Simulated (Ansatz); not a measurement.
# Run report: AlSi2H7O2, geometry relaxation (part 2 of 2)

The same run, continued: AlSi2H7O2; RKS PBE/6-31G (Ansatz 0.2.0). It belongs to a series of runs on one base structure; here: start relaxed.

Geometry of the input (Å):
```
Al 0.0000  0.0000  0.0000
H  0.0000  0.0000  1.5600
O  1.5415  0.0000  -0.8900
Si 2.3874  -1.3760  -1.3520
H  1.4599  -2.3514  -1.9176
H  3.3882  -1.0195  -2.3535
H  3.0504  -1.9546  -0.1870
O  -1.5415  0.0000  -0.8900
Si -2.6907  -1.2238  -0.8267
H  -2.2881  -2.2198  0.1620
H  -3.9833  -0.6595  -0.4496
H  -2.8007  -1.8572  -2.1376
```

Trajectory as extended XYZ, continued:
```
12
Properties=species:S:1:pos:R:3:forces:R:3 step=5 energy=-26542.47383
Al    0.0249    0.0774    0.1363   -0.0170   0.0896   0.0511
H     0.0769    0.6498    1.6403    0.0001   0.0511  -0.1767
O     1.5010   -0.2698   -0.6957    0.2074  -0.3582  -0.0515
Si    2.5695   -1.4300   -1.4145   -0.1351   0.2361   0.0630
H     1.7671   -2.5297   -2.1005    0.0625   0.0424   0.0018
H     3.4763   -0.7617   -2.4339   -0.0732  -0.0225   0.0853
H     3.4115   -2.0733   -0.3227    0.0065   0.0243  -0.0744
O    -1.4917   -0.2795   -0.6176   -0.3249  -0.3444   0.1316
Si   -2.8934   -1.2788   -0.8275    0.2859   0.2077   0.0269
H    -2.8093   -2.4648    0.1309   -0.0652   0.0628  -0.0756
H    -4.1560   -0.4882   -0.5288    0.0660  -0.0323  -0.0314
H    -2.9539   -1.8131   -2.2482   -0.0131   0.0433   0.0499
12
Properties=species:S:1:pos:R:3:forces:R:3 step=6 energy=-26542.55846
Al    0.0266    0.0715    0.1568   -0.0215   0.0152   0.0374
H     0.1031    0.8348    1.5696    0.0022   0.0230  -0.1652
O     1.4888   -0.3831   -0.6414    0.0954  -0.1964  -0.0173
Si    2.5989   -1.4492   -1.4180   -0.0981   0.1574   0.0544
H     1.8496   -2.5480   -2.1595    0.0499   0.0275   0.0004
H     3.4643   -0.6841   -2.4036   -0.0526  -0.0246   0.0549
H     3.4842   -2.0988   -0.3671    0.0028   0.0120  -0.0549
O    -1.5048   -0.3719   -0.5069   -0.1642  -0.1857   0.0991
Si   -2.9279   -1.2937   -0.8149    0.2110   0.1209   0.0401
H    -2.9389   -2.5132    0.0994   -0.0526   0.0438  -0.0615
H    -4.1644   -0.4571   -0.5392    0.0378  -0.0223  -0.0229
H    -2.9564   -1.7691   -2.2571   -0.0102   0.0293   0.0354
12
Properties=species:S:1:pos:R:3:forces:R:3 step=8 energy=-26542.64348
Al    0.0257    0.0061    0.1990    0.0098   0.0388   0.0146
H     0.1454    1.1407    1.3218   -0.0005  -0.0398  -0.0480
O     1.4583   -0.6138   -0.5259    0.0151  -0.0257  -0.0123
Si    2.6458   -1.4739   -1.4105   -0.0348   0.0227  -0.0037
H     2.0079   -2.5705   -2.2485    0.0179   0.0090   0.0081
H     3.3886   -0.5298   -2.3370   -0.0108  -0.0032   0.0144
H     3.6366   -2.1097   -0.4557    0.0053  -0.0029   0.0035
O    -1.5257   -0.5735   -0.2623   -0.0416  -0.0214   0.0191
Si   -2.9802   -1.3144   -0.7745    0.0501   0.0098   0.0004
H    -3.2178   -2.5870    0.0190   -0.0092   0.0124  -0.0172
H    -4.1489   -0.3735   -0.5560   -0.0001   0.0028   0.0055
H    -2.9127   -1.6626   -2.2513   -0.0011  -0.0024   0.0158
12
Properties=species:S:1:pos:R:3:forces:R:3 step=10 energy=-26542.64632
Al    0.0204   -0.0147    0.1903    0.0013  -0.0057  -0.0051
H     0.1698    1.1518    1.2693    0.0013   0.0013   0.0014
O     1.4317   -0.6660   -0.5452   -0.0044   0.0010   0.0000
Si    2.6624   -1.4755   -1.4130    0.0020   0.0010   0.0011
H     2.0814   -2.5836   -2.2741    0.0029  -0.0007  -0.0010
H     3.3892   -0.4955   -2.3134    0.0003   0.0013  -0.0004
H     3.6572   -2.0878   -0.4463    0.0011  -0.0004   0.0014
O    -1.5464   -0.5953   -0.2132    0.0038   0.0020   0.0018
Si   -2.9995   -1.3101   -0.7596   -0.0045  -0.0016  -0.0012
H    -3.2756   -2.5863    0.0127   -0.0012  -0.0001   0.0008
H    -4.1566   -0.3524   -0.5518   -0.0012   0.0010  -0.0003
H    -2.9108   -1.6465   -2.2376   -0.0012   0.0008   0.0015
12
Properties=species:S:1:pos:R:3:forces:R:3 step=11 energy=-26542.64645
Al    0.0189   -0.0207    0.1863   -0.0061  -0.0126  -0.0143
H     0.1762    1.1458    1.2631    0.0013   0.0085   0.0094
O     1.4250   -0.6759   -0.5549    0.0072  -0.0018  -0.0012
Si    2.6691   -1.4750   -1.4135   -0.0191   0.0017  -0.0082
H     2.1019   -2.5866   -2.2798    0.0067   0.0025   0.0032
H     3.3947   -0.4894   -2.3090    0.0003   0.0019   0.0021
H     3.6612   -2.0804   -0.4405    0.0057  -0.0027   0.0065
O    -1.5524   -0.5954   -0.2094    0.0026   0.0008   0.0013
Si   -3.0071   -1.3080   -0.7561    0.0158  -0.0001  -0.0107
H    -3.2852   -2.5831    0.0167   -0.0038  -0.0035   0.0025
H    -4.1624   -0.3485   -0.5507   -0.0063   0.0063   0.0033
H    -2.9167   -1.6446   -2.2342   -0.0044  -0.0010   0.0060
12
Properties=species:S:1:pos:R:3:forces:R:3 step=13 energy=-26542.64651
Al    0.0186   -0.0238    0.1844   -0.0054  -0.0042  -0.0110
H     0.1780    1.1428    1.2615    0.0007   0.0036   0.0063
O     1.4235   -0.6790   -0.5589    0.0021  -0.0057  -0.0019
Si    2.6717   -1.4749   -1.4144   -0.0084   0.0057  -0.0005
H     2.1118   -2.5888   -2.2823    0.0031   0.0042   0.0023
H     3.3974   -0.4860   -2.3062   -0.0008  -0.0010  -0.0007
H     3.6629   -2.0769   -0.4379    0.0038  -0.0030   0.0037
O    -1.5541   -0.5958   -0.2096    0.0033  -0.0040  -0.0037
Si   -3.0099   -1.3068   -0.7556    0.0066  -0.0011   0.0001
H    -3.2906   -2.5808    0.0185   -0.0002  -0.0030   0.0025
H    -4.1637   -0.3456   -0.5484   -0.0036   0.0057  -0.0011
H    -2.9225   -1.6461   -2.2332   -0.0012   0.0027   0.0041
12
Properties=species:S:1:pos:R:3:forces:R:3 step=15 energy=-26542.64659
Al    0.0176   -0.0285    0.1799   -0.0044   0.0026   0.0027
H     0.1792    1.1370    1.2590   -0.0006  -0.0025  -0.0018
O     1.4218   -0.6845   -0.5637   -0.0001  -0.0020  -0.0037
Si    2.6770   -1.4735   -1.4147   -0.0016  -0.0026   0.0049
H     2.1262   -2.5898   -2.2849    0.0002   0.0025  -0.0010
H     3.4018   -0.4814   -2.3037   -0.0009  -0.0001   0.0010
H     3.6668   -2.0727   -0.4343    0.0010   0.0023  -0.0009
O    -1.5565   -0.5985   -0.2113    0.0071  -0.0033  -0.0067
Si   -3.0153   -1.3057   -0.7539    0.0010   0.0014   0.0070
H    -3.2983   -2.5776    0.0231   -0.0012   0.0012  -0.0007
H    -4.1655   -0.3395   -0.5466    0.0005  -0.0002  -0.0012
H    -2.9317   -1.6472   -2.2309   -0.0008   0.0008   0.0004
```

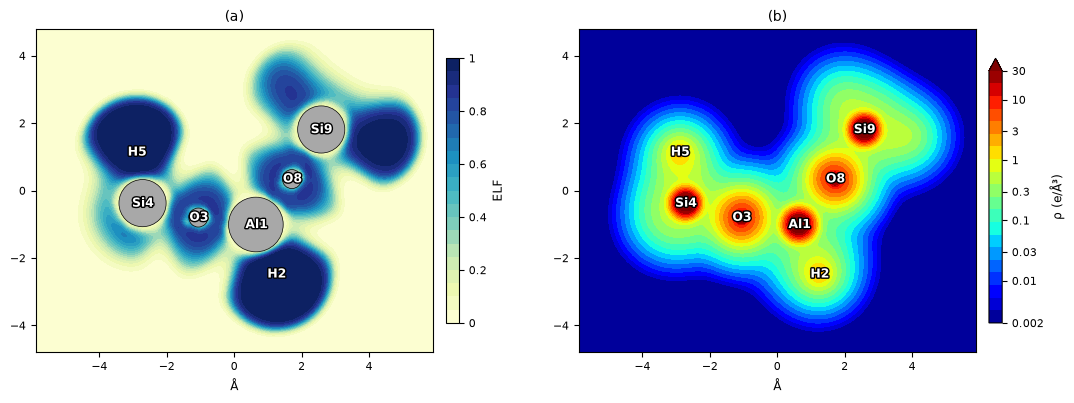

Fig. 1: (a) ELF; (b) total electron density on the plane of atoms H2, Al1 and O8. Grey discs, where drawn, cover atomic cores. Al–O (1.72 Å): ρ at the midpoint is about 0.68 e/Å³; the ELF peaks at about 0.80 in the valence shell of O, 0.6 Å from its nucleus, and is about 0.30 at the midpoint. Al–H (1.60 Å): ρ is about 0.46 e/Å³ halfway; the ELF climbs to about 1 towards the hydrogen.

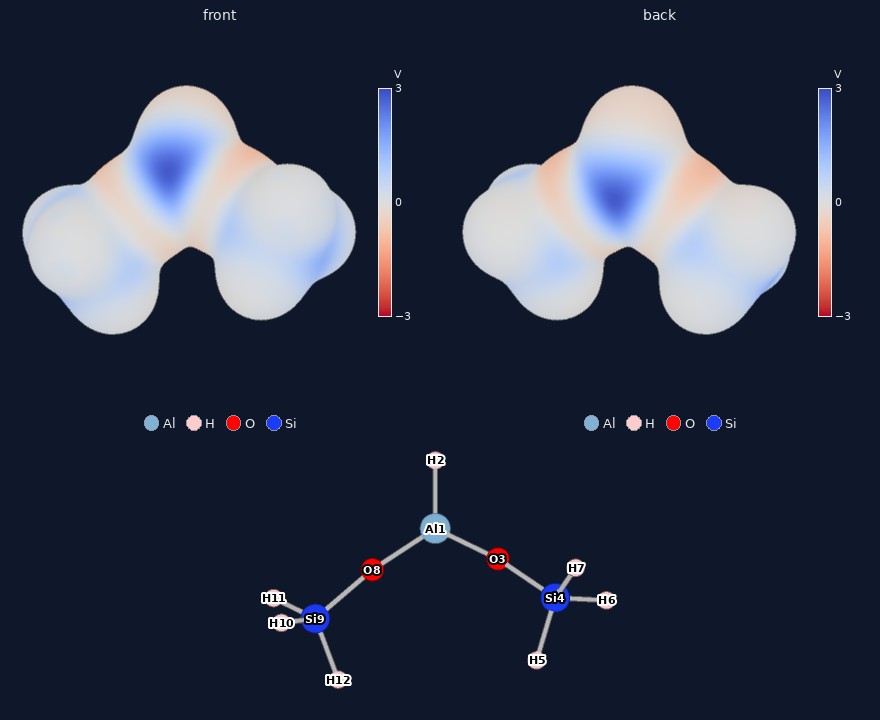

Fig. 2: The electrostatic potential painted on the density surface at 0.002 e/bohr³, seen at a tilt and from behind; the colour scale runs from red (negative) to blue (positive). The bare structure is drawn below in the same view.

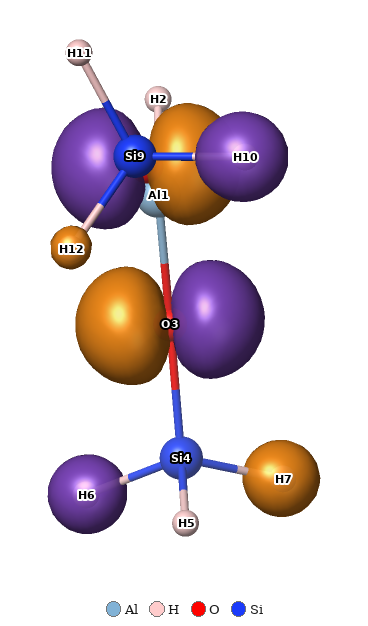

Fig. 3: The HOMO−1 at ±0.15 Å⁻³ᐟ² (orange and purple are the two phases), seen at an oblique angle. By Hirshfeld shares it lies mainly on O8 (35 %) and O3 (30 %). Its energy is −6.78 eV.

Results in brief:

```tsv
quantity	value
outcome	converged
total energy	−26542.6466 eV
mean-field energy	−26542.6466 eV
largest force (length of the vector) at the end	0.010 eV/Å
wall time	23 s
peak memory	0.17 GiB
```
